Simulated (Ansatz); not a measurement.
**C₃H₆GeO: nudged elastic band (part 2 of 2)**

Continued. System: C₃H₆GeO. Method: RKS B3LYP-D4/def2-SVP (Ansatz 0.2.0). It belongs to a series of runs on one base structure; here: band between the two ends.

Geometry of the input (Å):
```
C  -0.0652  1.7410  2.1226
C  0.3131  0.6589  1.7223
O  0.7219  -0.4919  1.2983
Ge -0.0977  -1.2698  -0.1649
C  0.0841  -0.0085  -1.6375
H  -0.3859  2.6912  2.4983
H  0.7019  -2.5718  -0.3229
H  -1.5598  -1.5175  0.2546
H  -0.3450  0.9588  -1.3378
H  1.1459  0.1313  -1.8854
H  -0.4480  -0.3789  -2.5269
```

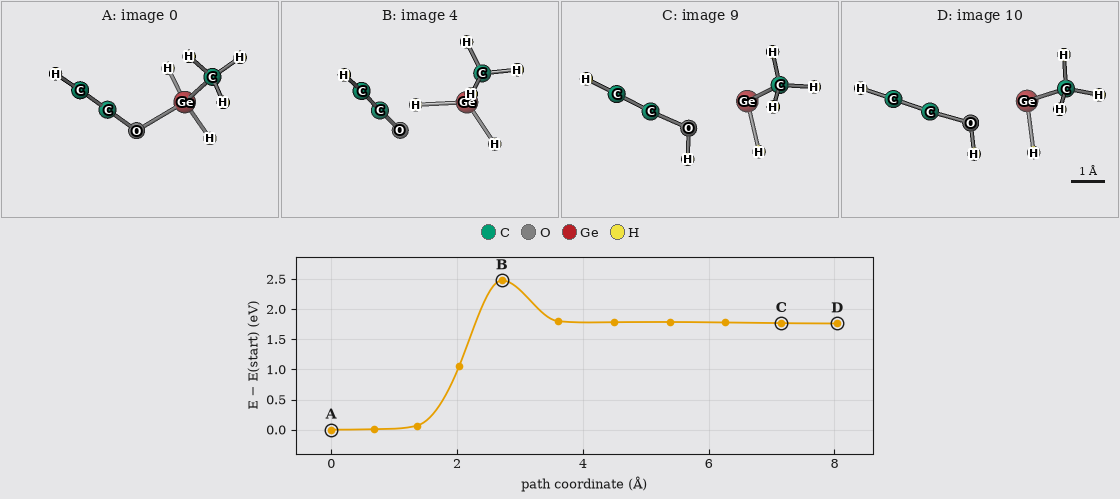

*Images of the last band (counted from 0; ball-and-stick, seen at a tilt) above the energy along the path; the line is a cubic interpolation that uses the forces.*

The highest image is number 4, 2.477 eV above the start and 0.715 eV above the end (the climbing image); the end lies 1.763 eV above the start. The path is 8.04 Å long. The band converged in 25 iterations.

```
Total energy: -61760.39746167 eV, -2269.6527440153 hartree
Atom 0 at     0.062901     1.698415     1.889534 Å, force     0.004909     0.000375    -0.018852 eV/Å
Atom 1 at     0.097068     0.488209     1.767207 Å, force    -0.014012     0.008010     0.000938 eV/Å
Atom 2 at     0.123432    -0.789119     1.603937 Å, force     0.011456    -0.010181     0.002840 eV/Å
Atom 3 at    -0.429984    -1.518493    -0.523697 Å, force    -0.005679    -0.000158     0.009478 eV/Å
Atom 4 at     0.023522     0.063310    -1.601324 Å, force     0.009914    -0.013801    -0.008774 eV/Å
Atom 5 at     0.051325     2.759297     2.037318 Å, force     0.001436    -0.000066     0.011631 eV/Å
Atom 6 at     0.722270    -2.541550    -0.789394 Å, force     0.000783     0.001468    -0.003846 eV/Å
Atom 7 at    -0.975379    -1.302888     1.028843 Å, force    -0.002832    -0.000032     0.001918 eV/Å
Atom 8 at    -0.772226     0.817772    -1.558591 Å, force    -0.003934     0.005335     0.000739 eV/Å
Atom 9 at     0.949815     0.495469    -1.186441 Å, force    -0.003945     0.004861     0.005381 eV/Å
Atom 10 at     0.212558    -0.227522    -2.646692 Å, force     0.001903     0.004189    -0.001453 eV/Å
Dipole moment:    -0.156689    -0.111336    -0.609763 e Å
this run last wrote the band of iteration 25 to [file]
```

The last band as extended XYZ (Å, eV, eV/Å)
```
11
Properties=species:S:1:pos:R:3:forces:R:3 image=0 energy=-61762.87463
C    -0.0652    1.7410    2.1226    0.0026  -0.0174  -0.0151
C     0.3131    0.6589    1.7223    0.0020  -0.0064   0.0012
O     0.7219   -0.4919    1.2983   -0.0058   0.0023   0.0001
Ge   -0.0977   -1.2698   -0.1649   -0.0109   0.0056   0.0043
C     0.0841   -0.0085   -1.6375    0.0028  -0.0027   0.0008
H    -0.3859    2.6912    2.4983    0.0012   0.0067   0.0034
H     0.7019   -2.5718   -0.3229    0.0029   0.0093   0.0081
H    -1.5598   -1.5175    0.2546    0.0067  -0.0033  -0.0023
H    -0.3450    0.9588   -1.3378   -0.0026   0.0037   0.0010
H     1.1459    0.1313   -1.8854    0.0059   0.0009  -0.0012
H    -0.4480   -0.3789   -2.5269   -0.0050   0.0012  -0.0003
11
Properties=species:S:1:pos:R:3:forces:R:3 image=1 energy=-61762.86664
C     0.0361    1.7560    2.0202    0.0032   0.0020   0.0046
C     0.3077    0.6147    1.7077   -0.0098  -0.0023  -0.0059
O     0.6015   -0.5968    1.3657   -0.0004   0.0096  -0.0027
Ge   -0.1410   -1.3117   -0.1695    0.0038  -0.0028   0.0047
C     0.0559    0.0379   -1.5598    0.0032  -0.0011  -0.0024
H    -0.1872    2.7603    2.3177   -0.0019  -0.0001   0.0113
H     0.7063   -2.5769   -0.3708    0.0027   0.0009   0.0063
H    -1.6058   -1.6374    0.1806   -0.0007  -0.0006  -0.0067
H    -0.6040    0.8907   -1.3471    0.0069   0.0037   0.0053
H     1.0971    0.3913   -1.5813    0.0054  -0.0076  -0.0132
H    -0.2011   -0.3853   -2.5427   -0.0124  -0.0016  -0.0014
11
Properties=species:S:1:pos:R:3:forces:R:3 image=2 energy=-61762.80959
C     0.0903    1.7233    1.9205    0.0475   0.0150   0.0186
C     0.3150    0.5523    1.6904    0.0580   0.0108  -0.0375
O     0.5552   -0.6839    1.3988    0.1283   0.0432  -0.0393
Ge   -0.2004   -1.3259   -0.1689    0.0310   0.0477   0.0696
C     0.0368    0.0756   -1.5095   -0.0022  -0.0143   0.0305
H    -0.0563    2.7623    2.1336   -0.0442  -0.0014   0.0473
H     0.6199   -2.5844   -0.4998   -0.0217  -0.0143   0.1111
H    -1.6217   -1.6251    0.3262   -0.1513  -0.0729  -0.2380
H    -0.7800    0.8094   -1.4945   -0.0124  -0.0159   0.0361
H     0.9750    0.5922   -1.2571    0.0098   0.0413  -0.0374
H     0.1314   -0.3529   -2.5189   -0.0428  -0.0391   0.0390
11
Properties=species:S:1:pos:R:3:forces:R:3 image=3 energy=-61761.81894
C     0.0473    1.7043    1.8909   -0.0169   0.0117   0.0056
C     0.1761    0.5045    1.7257    0.3685   0.0845  -0.1766
O     0.3503   -0.7436    1.4877    0.9905   0.1556  -0.4951
Ge   -0.2578   -1.3782   -0.2784    0.6934   0.5680   1.0349
C     0.0268    0.0696   -1.5656   -0.0346   0.0292   0.1448
H     0.0166    2.7620    2.0514   -0.1001   0.0078   0.0668
H     0.6588   -2.5542   -0.7049   -0.2601  -0.0445   0.3100
H    -1.3523   -1.5028    0.7554   -1.4858  -0.8192  -1.0736
H    -0.7648    0.8272   -1.5521   -0.0326   0.0355   0.0506
H     0.9579    0.5270   -1.1911   -0.0141   0.1442  -0.0475
H     0.2064   -0.2727   -2.5984   -0.1083  -0.1727   0.1802
11
Properties=species:S:1:pos:R:3:forces:R:3 image=4 energy=-61760.39720
C     0.0629    1.6984    1.8895    0.0049   0.0004  -0.0189
C     0.0971    0.4882    1.7672   -0.0140   0.0080   0.0009
O     0.1234   -0.7891    1.6039    0.0115  -0.0102   0.0028
Ge   -0.4300   -1.5185   -0.5237   -0.0057  -0.0002   0.0095
C     0.0235    0.0633   -1.6013    0.0099  -0.0138  -0.0088
H     0.0513    2.7593    2.0373    0.0014  -0.0001   0.0116
H     0.7223   -2.5415   -0.7894    0.0008   0.0015  -0.0038
H    -0.9754   -1.3029    1.0288   -0.0028   0.0000   0.0019
H    -0.7722    0.8178   -1.5586   -0.0039   0.0053   0.0007
H     0.9498    0.4955   -1.1864   -0.0039   0.0049   0.0054
H     0.2126   -0.2275   -2.6467    0.0019   0.0042  -0.0015
11
Properties=species:S:1:pos:R:3:forces:R:3 image=5 energy=-61761.07216
C     0.1083    1.6694    1.8880   -0.0307  -0.0080  -0.0020
C    -0.0005    0.4811    1.7040    0.0049   0.0022  -0.0006
O    -0.0745   -0.8115    1.4671   -0.0569   0.0002  -0.0417
Ge   -0.5576   -1.6837   -0.8015   -0.0069  -0.0332  -0.0635
C     0.0318    0.0418   -1.6456   -0.0017  -0.0079  -0.0014
H     0.1814    2.7261    2.0552    0.0357   0.0001   0.0052
H     0.8772   -2.3888   -0.8702    0.0331   0.0329  -0.0115
H    -0.9433   -1.1651    1.7303    0.0061   0.0134   0.1442
H    -0.7496    0.8138   -1.5828    0.0078  -0.0012  -0.0116
H     0.9663    0.4300   -1.2105    0.0001  -0.0132  -0.0043
H     0.2258   -0.1704   -2.7131    0.0085   0.0147  -0.0129
11
Properties=species:S:1:pos:R:3:forces:R:3 image=6 energy=-61761.09086
C     0.0029    1.6958    1.9467    0.0082  -0.0034  -0.0465
C    -0.0103    0.5156    1.6919   -0.0033  -0.0062   0.0084
O    -0.0022   -0.7549    1.3515   -0.0045   0.0088   0.0067
Ge   -0.8126   -1.5527   -0.8459    0.0255   0.0072  -0.0017
C     0.0536    0.0441   -1.7184    0.0017  -0.0045   0.0050
H     0.0160    2.7462    2.1633   -0.0016  -0.0111   0.0243
H     0.5318   -2.4348   -0.8694   -0.0051  -0.0032  -0.0004
H    -0.3838   -1.3118    2.0506   -0.0050   0.0097   0.0063
H    -0.5981    0.9304   -1.7034   -0.0023  -0.0003  -0.0002
H     1.0289    0.2956   -1.2725   -0.0076  -0.0020   0.0021
H     0.2391   -0.2305   -2.7737   -0.0059   0.0051  -0.0041
11
Properties=species:S:1:pos:R:3:forces:R:3 image=7 energy=-61761.08756
C    -0.0908    1.7135    2.1365    0.0018  -0.0003   0.0010
C     0.0223    0.5744    1.7529   -0.0149   0.0022  -0.0190
O     0.1432   -0.6373    1.2577    0.0081   0.0073   0.0176
Ge   -0.9851   -1.3906   -0.7978    0.0139   0.0045  -0.0050
C     0.0571   -0.0017   -1.8230   -0.0082  -0.0029  -0.0025
H    -0.1896    2.7230    2.4850    0.0025  -0.0036   0.0035
H     0.2183   -2.4630   -0.8013   -0.0064  -0.0025   0.0023
H     0.1316   -1.3138    1.9552    0.0022  -0.0051  -0.0037
H    -0.4584    0.9707   -1.8328    0.0064  -0.0015   0.0004
H     1.0830    0.1259   -1.4441   -0.0029  -0.0005   0.0002
H     0.1337   -0.3582   -2.8675   -0.0024   0.0024   0.0052
11
Properties=species:S:1:pos:R:3:forces:R:3 image=8 energy=-61761.09557
C    -0.1432    1.7105    2.3945   -0.0052   0.0051  -0.0089
C     0.0309    0.6540    1.8368   -0.0052  -0.0036   0.0125
O     0.1964   -0.4599    1.1619    0.0053  -0.0021  -0.0117
Ge   -1.0862   -1.2642   -0.7599   -0.0114   0.0068   0.0004
C     0.0418   -0.0894   -1.9510    0.0047  -0.0078  -0.0009
H    -0.2963    2.6484    2.8914    0.0018  -0.0033   0.0120
H     0.0292   -2.4279   -0.6456    0.0018   0.0055   0.0019
H     0.5456   -1.1820    1.7101    0.0056   0.0057   0.0014
H    -0.3900    0.9185   -2.0492    0.0008  -0.0018  -0.0012
H     1.0865   -0.0122   -1.6128    0.0018  -0.0020  -0.0034
H     0.0506   -0.5530   -2.9553    0.0000  -0.0024  -0.0023
11
Properties=species:S:1:pos:R:3:forces:R:3 image=9 energy=-61761.10687
C    -0.1906    1.6732    2.6437   -0.0033   0.0028  -0.0014
C     0.0520    0.7434    1.9129    0.0015  -0.0026   0.0048
O     0.2877   -0.2273    1.0605    0.0003   0.0039  -0.0020
Ge   -1.1407   -1.1075   -0.7199   -0.0002   0.0023  -0.0002
C     0.0430   -0.1970   -2.0778    0.0008  -0.0019  -0.0009
H    -0.4041    2.4968    3.2966   -0.0003  -0.0028   0.0066
H    -0.1119   -2.3336   -0.4776   -0.0018   0.0014   0.0020
H     0.7526   -0.9775    1.4676    0.0020   0.0023  -0.0029
H    -0.3180    0.8164   -2.3112    0.0012  -0.0006  -0.0031
H     1.0979   -0.1487   -1.7669    0.0000  -0.0021  -0.0019
H    -0.0026   -0.7954   -3.0071   -0.0003  -0.0027  -0.0010
11
Properties=species:S:1:pos:R:3:forces:R:3 image=10 energy=-61761.11210
C    -0.2254    1.5875    2.8561    0.0004  -0.0002   0.0037
C     0.0681    0.8304    1.9629    0.0001  -0.0034  -0.0154
O     0.3579    0.0521    0.9443    0.0009   0.0019   0.0118
Ge   -1.1801   -0.9233   -0.7058   -0.0024  -0.0008  -0.0015
C     0.0593   -0.3062   -2.1753   -0.0002   0.0011   0.0006
H    -0.4843    2.2546    3.6549    0.0000   0.0000   0.0009
H    -0.2387   -2.1789   -0.2964    0.0007   0.0009   0.0009
H     0.8543   -0.7391    1.2165   -0.0004   0.0009  -0.0013
H    -0.2345    0.6813   -2.5629    0.0006  -0.0002  -0.0003
H     1.1173   -0.2795   -1.8716    0.0002   0.0002  -0.0004
H    -0.0286   -1.0360   -3.0020    0.0000  -0.0003   0.0011
```

Summary

```csv
quantity,value
outcome,converged
"barrier, forward",2.477 eV
"barrier, backward",0.715 eV
wall time,14 min (CPU time 26 min)
peak memory,0.3 GiB
```

The order of the saddle point was not checked.
